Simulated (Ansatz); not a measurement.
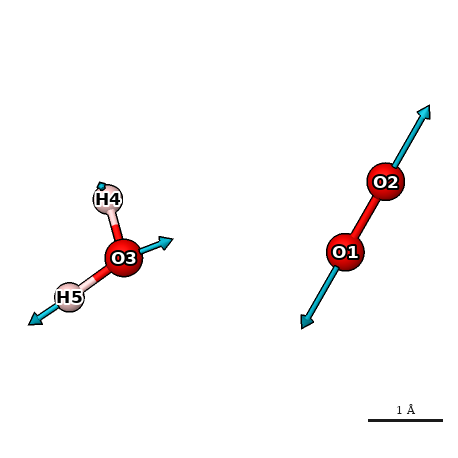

Arrows show the forces on the atoms, 0.2 Å of arrow for 1 eV/Å; forces under a tenth of the largest aren't drawn. Charge 0, triplet. Level of theory: U-MP2 (3 frozen)/def2-SVP (Ansatz).

Along which bond is the force strongest?

Answer. O1–O2, now 1.160 Å: the forces push its atoms apart, so a first step downhill lengthens it.

List the force components in the frame of the picture (x right, y up, z towards the viewer), in eV/Å.

| atom | Fx | Fy | Fz |
| --- | --- | --- | --- |
| O1 | −2.46 | −4.30 | −1.52 |
| O2 | 2.45 | 4.29 | 1.52 |
| O3 | 2.34 | 0.90 | 0.66 |
| H4 | −0.24 | 0.51 | −0.35 |
| H5 | −2.09 | −1.41 | −0.31 |

The spin state was imposed, and no run here compares it with a lower spin, which may lie lower.
